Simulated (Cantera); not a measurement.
Charge: 1 mol AlF3, 13 mol H2O, 0.25 mol H2, held at 13.3 mbar.

Equilibrium computed with Cantera from the NASA thermochemical tables; the gas is ideal and each condensed phase is pure. Candidate condensed phases: Al, AlF3, Al2O3, H2O; 38 gas species. The tables' values for AlOF are old estimates; treat these amounts as uncertain. Gases not in the tables: Al(OH)3. The numbers say what is thermodynamically allowed, not how fast it happens.

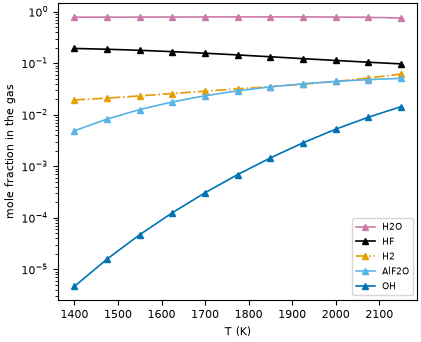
Figure: Equilibrium gas composition (values under 1e-9 drawn at 1e-9)

Task: Read off the mole fractions at 1475 K.

Result: H2O about 0.78, HF about 0.19, H2 about 0.021, AlF2O about 0.0083, OH about 1.6e-5.
